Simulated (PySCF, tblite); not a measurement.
# C4H7Si radical: geometry, infrared bands and EPR parameters

Wanted: the infrared bands and EPR parameters of C4H7Si radical (`[SiH3]C1=C[CH]C1`), by calculation.

Computed with tblite 0.8.0 and PySCF 2.14.0, with density-fitted response routines of our own, on a single molecule in the gas phase. Atoms count from 0, in the outputs and in this text.

### 1 The molecule as given

12 atoms, charge 0, multiplicity 2; geometry from: force field or distance geometry start.

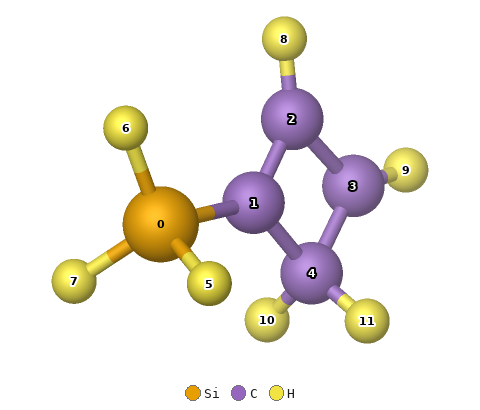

The starting geometry (silicon amber, carbon purple, hydrogen yellow), atoms numbered.

### 2 Geometry optimisation with GFN2-xTB

The job: settings as JSON, then the geometry in Å.

```
{"job": {"kind": "relax", "xc": "GFN2-xTB", "basis": "xTB"}, "charge": 0, "multiplicity": 2}
Si     1.956800    -0.163000    -0.231500
C      0.107300    -0.069700     0.151400
C     -0.645100    -0.469000     1.208100
C     -1.882800     0.070700     0.487500
C     -1.072300     0.483300    -0.617000
H      2.481900     1.207500    -0.435200
H      2.686900    -0.807800     0.877700
H      2.170000    -0.935400    -1.470800
H     -0.468600    -0.958000     2.158500
H     -2.930500     0.100000     0.746000
H     -1.320200    -0.023000    -1.565400
H     -1.082100     1.563800    -0.791300
```

Run with:

```console
$ OMP_NUM_THREADS=1 python probes_run.py task.json out
```

The driver reads the jobs from task.json and runs them one after another.

The log of the run:

```text
step      E/eV     max force
  0    -373.33778    4.930
  1    -373.78628    1.492
  2    -373.83535    0.981
  3    -373.85316    0.399
  4    -373.86037    0.267
  5    -373.86615    0.248
  6    -373.87032    0.210
  7    -373.87441    0.155
  8    -373.87682    0.127
  9    -373.87825    0.108
 10    -373.87885    0.071
 11    -373.87911    0.041
 12    -373.87926    0.038
 13    -373.87940    0.032
 14    -373.87952    0.028
 15    -373.87960    0.024
 16    -373.87967    0.028
 17    -373.87974    0.025
 18    -373.87980    0.018
 19    -373.87984    0.012
 20    -373.87986    0.010
```

Run time: 0.07 s. Hardware: 1 thread of Arm Neoverse V2, shared host.

Along the way:

| step | energy from step 0 (eV) | largest force (eV/Å) |
| --- | --- | --- |
| 0 | 0.0000 | 4.9298 |
| 1 | -0.4485 | 1.4915 |
| 2 | -0.4976 | 0.9814 |
| 3 | -0.5154 | 0.3989 |
| 4 | -0.5226 | 0.2671 |
| 5 | -0.5284 | 0.2477 |
| 6 | -0.5325 | 0.2103 |
| 7 | -0.5366 | 0.1554 |
| 8 | -0.5390 | 0.1273 |
| 9 | -0.5405 | 0.1084 |
| 10 | -0.5411 | 0.0708 |
| 11 | -0.5413 | 0.0413 |
| 12 | -0.5415 | 0.0383 |
| 13 | -0.5416 | 0.0320 |
| 14 | -0.5417 | 0.0278 |
| 15 | -0.5418 | 0.0236 |
| 16 | -0.5419 | 0.0282 |
| 17 | -0.5420 | 0.0245 |
| 18 | -0.5420 | 0.0185 |
| 19 | -0.5421 | 0.0121 |
| 20 | -0.5421 | 0.0099 |

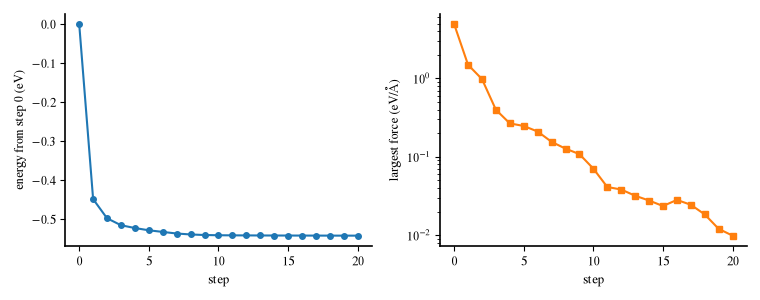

Energy and force, step by step.

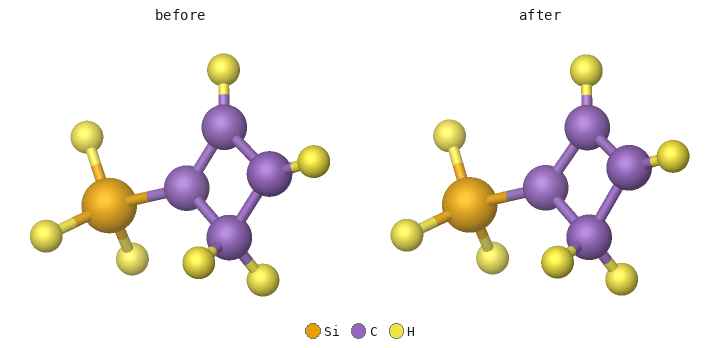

The geometry before (left) and after (right).

Close pairs (by a distance rule), those that changed most:

| bond | before (Å) | after (Å) | change (Å) |
| --- | --- | --- | --- |
| C2–C3 | 1.531 | 1.373 | -0.158 |
| C3–C4 | 1.431 | 1.511 | +0.081 |
| C1–C2 | 1.357 | 1.406 | +0.048 |
| Si0–C1 | 1.891 | 1.850 | -0.041 |
| C1–C4 | 1.513 | 1.529 | +0.017 |
| Si0–H6 | 1.476 | 1.462 | -0.014 |
| Si0–H5 | 1.482 | 1.468 | -0.014 |
| C4–H10 | 1.103 | 1.090 | -0.013 |

The final coordinates are the input of the step that follows.

### 3 Infrared spectrum with GFN2-xTB

The job: settings as JSON, then the geometry in Å.

```
{"job": {"kind": "ir", "xc": "GFN2-xTB", "basis": "xTB"}, "charge": 0, "multiplicity": 2}
Si     1.950698    -0.153690    -0.242686
C      0.141189    -0.066574     0.132995
C     -0.713656    -0.446598     1.182216
C     -1.847432     0.023202     0.566936
C     -1.059011     0.487703    -0.635814
H      2.481496     1.200009    -0.445422
H      2.631367    -0.798411     0.879646
H      2.166934    -0.923278    -1.474071
H     -0.532083    -0.931641     2.125107
H     -2.892043     0.063804     0.809512
H     -1.282782    -0.019591    -1.574404
H     -1.043478     1.564379    -0.805911
```

The log of the run:

```text
mode    cm-1     km/mol
  1      24.3      0.35
  2     133.3      0.90
  3     194.5      0.09
  4     361.7      0.33
  5     497.1      6.98
  6     523.8     84.92
  7     536.2     68.09
  8     610.7      6.11
  9     775.2    175.11
 10     788.2    373.26
 11     803.9    273.17
 12     832.2      1.47
 13     908.9      1.24
 14     973.5      4.33
 15     980.4      8.28
 16    1030.8      0.01
 17    1042.4     23.07
 18    1083.8      5.61
 19    1183.9      6.68
 20    1220.0      6.62
 21    1342.3      7.03
 22    1446.4      1.10
 23    1501.7      6.80
 24    2206.3    393.67
 25    2224.2    230.95
 26    2270.0    299.53
 27    2969.0     36.99
 28    2989.2     43.07
 29    3109.7     41.46
 30    3131.5     49.55
```

Wall time 0.19 s (1 thread of Arm Neoverse V2, shared host).

The strongest bands and the atoms that carry them (share of the mass-weighted mode):

| cm⁻¹ | km/mol | atoms |
| --- | --- | --- |
| 524 | 84.9 | H7 38 %, H5 37 % |
| 536 | 68.1 | H6 46 %, H5 16 %, H7 16 %, Si0 12 % |
| 775 | 175.1 | H6 60 %, H5 18 %, H7 18 % |
| 788 | 373.3 | H6 35 %, H7 29 %, H5 28 % |
| 804 | 273.2 | H5 47 %, H7 47 % |
| 2206 | 393.7 | H7 48 %, H5 48 % |
| 2224 | 230.9 | H5 49 %, H7 49 % |
| 2270 | 299.5 | H6 97 % |

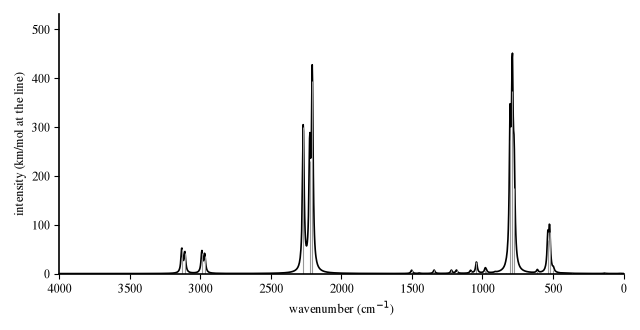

The infrared spectrum from these modes, unscaled. Lines are broadened to a width of 14 cm⁻¹ (Lorentzian).

### 4 g tensor and hyperfine couplings: B3LYP/pcH-1

The job, as its differences from that of step 3:

```diff
@@ -1,2 +1,2 @@
-{"job": {"kind": "ir", "xc": "GFN2-xTB", "basis": "xTB"}, "charge": 0, "multiplicity": 2}
+{"job": {"kind": "epr", "basis": "pcH-1"}, "charge": 0, "multiplicity": 2}
 Si     1.950698    -0.153690    -0.242686
```

With the program's defaults for keys left out, this is: UKS B3LYP, pcH-1 on C H Si, non-relativistic, mean-field spin-orbit, GIAO.

The log of the run:

```text
UKS, coarse grid
  cycle   1  E = -446.01173681  |g| = 2.59e-01
  cycle   2  E = -445.99712115  |g| = 3.07e-01
  cycle   3  E = -446.04557768  |g| = 4.03e-02
  cycle   4  E = -446.04619017  |g| = 2.83e-02
  cycle   5  E = -446.04662034  |g| = 8.59e-03
  cycle   6  E = -446.04669663  |g| = 2.35e-03
  cycle   7  E = -446.04671013  |g| = 8.47e-04
  cycle   8  E = -446.04671056  |g| = 3.78e-04
UKS, final grid
  cycle   1  E = -446.04669860  |g| = 5.20e-04
  cycle   2  E = -446.04669844  |g| = 7.73e-04
  cycle   3  E = -446.04669874  |g| = 4.89e-05
  cycle   4  E = -446.04669874  |g| = 2.27e-05
E = -446.04669874 Eh   <S^2> = 0.7753 (exact 0.7500)
g shifts (ppm)      1          2          3
  rmc          -134       -134       -134
  gc             -3         25         26
  oz_so         -17        487        613
  total        -154        378        505
hyperfine (MHz)  atom isotope    a_iso     a_fc   dipolar eigenvalues
    0  29Si      34.33      34.39     -1.57     -0.36      1.93
    1   13C      63.12      63.20    -52.65    -50.46    103.10
    2   13C     -45.80     -45.82    -27.56     12.88     14.68
    3   13C      59.21      59.27    -49.43    -47.26     96.69
    4   13C     -27.63     -27.63     -1.88      0.53      1.35
    5    1H      48.23      48.23     -2.62     -1.41      4.03
    6    1H      -1.11      -1.11     -2.49     -1.97      4.46
    7    1H      48.24      48.24     -2.61     -1.41      4.02
    8    1H       9.70       9.70     -4.16     -0.15      4.31
    9    1H     -41.71     -41.72    -24.41     -0.33     24.74
   10    1H      15.73      15.73     -5.69     -0.48      6.17
   11    1H      15.72      15.72     -5.70     -0.48      6.17
```

Wall time 25 s (1 thread of Arm Neoverse V2, shared host); peak memory 0.72 GiB.

Principal g values 2.00217, 2.00270, 2.00282; g(iso) = 2.00256, against 2.00232 for a free electron.

Mean a(iso) over the nuclei that a row names, and the largest dipolar term of the row (other rows stand at the frozen geometry):

```
    nuclei  isotope  a(iso) (MHz)  a(iso) (G, at g = 2.0023)  largest dipolar term (MHz)
        C1      13C          63.1                       22.5                       103.1
        C3      13C          59.2                       21.1                        96.7
        C2      13C         -45.8                      -16.3                       -27.6
        H9       1H         -41.7                      -14.9                        24.7
       Si0     29Si          34.3                       12.3                         1.9
H5, H6, H7       1H          31.8                       11.3                         4.5
        C4      13C         -27.6                       -9.9                        -1.9
  H10, H11       1H          15.7                        5.6                         6.2
        H8       1H           9.7                        3.5                         4.3
```

Mulliken spin populations:

```
atom  value (e)
 Si0      -0.02
  C1       0.69
  C2      -0.25
  C3       0.63
  C4      -0.08
  H5       0.02
  H6       0.00
  H7       0.02
  H8       0.01
  H9      -0.03
 H10       0.01
 H11       0.01
```

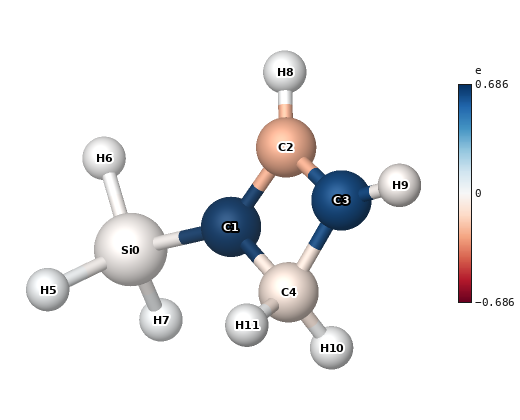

Mulliken spin populations, as colours on the atoms.

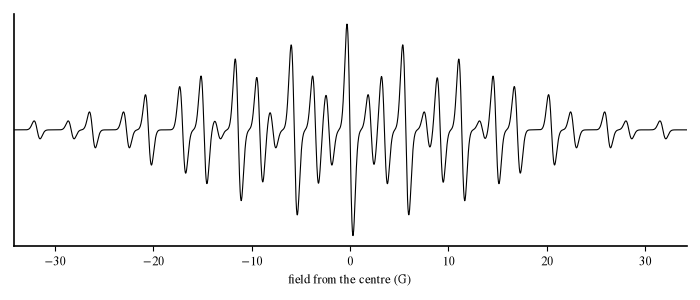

First-order isotropic spectrum (first derivative, main isotopes with spin only, couplings over 0.8 MHz, Gaussian width 0.3 G; couplings of the frozen geometry, rotation of groups not averaged beyond the rows shown).

The fields below are evaluated on a grid from the run's orbitals.

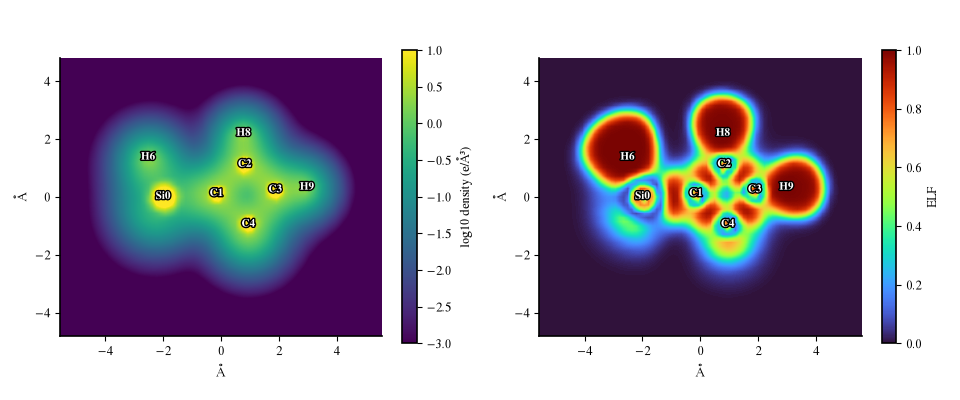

Density (left) and ELF (right) in a plane through or near 8 of the atoms.

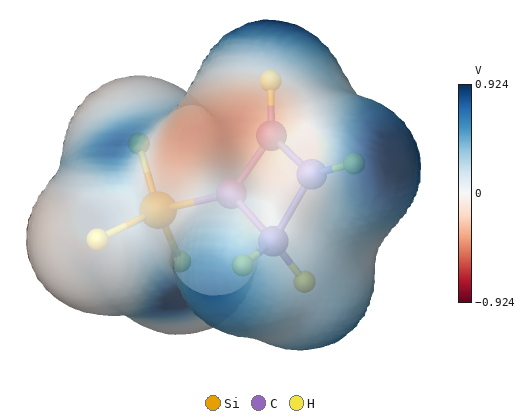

The potential that a unit positive charge feels on the 0.002 e/bohr³ surface, from -0.40 V near C2 to 0.92 V near H9.

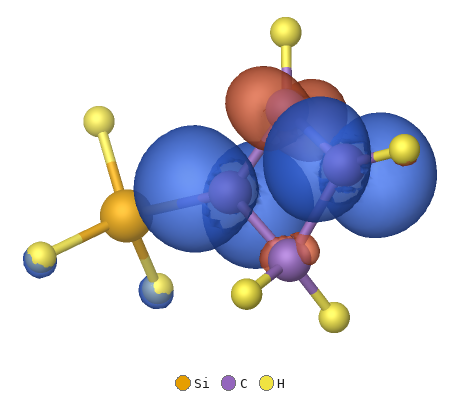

Spin density at ±0.03 e/Å³ (alpha excess blue, beta excess red).

### 5 Outcome

```
                                 quantity                  value
strongest single infrared mode (GFN2-xTB)  2206 cm⁻¹, 394 km/mol
             zero-point energy (GFN2-xTB)          53.9 kcal/mol
                           g(iso) (B3LYP)                2.00256
                                     ⟨S²⟩     0.775 (exact 0.75)
       largest a(iso) (averaged by class)    13C on C1, 63.1 MHz
    surface potential, least and greatest     -0.40 V and 0.92 V
```

**Reading.** Relaxing lowered the energy by 0.542 eV in 20 steps; the close pair that moved most is C2–C3, from 1.531 to 1.373 Å. All 30 modes are real, so the xTB geometry is a minimum. The strongest single mode, at 2206 cm⁻¹, moves mainly H7 and H5. GFN2-xTB is a fitted tight-binding method: band positions and strengths are rough. Its intensities can rank the bands wrongly. The largest spin populations lie on C1 (0.69 e), C3 (0.63 e). The isotropic g lies 0.2 ppt above the free-electron value.
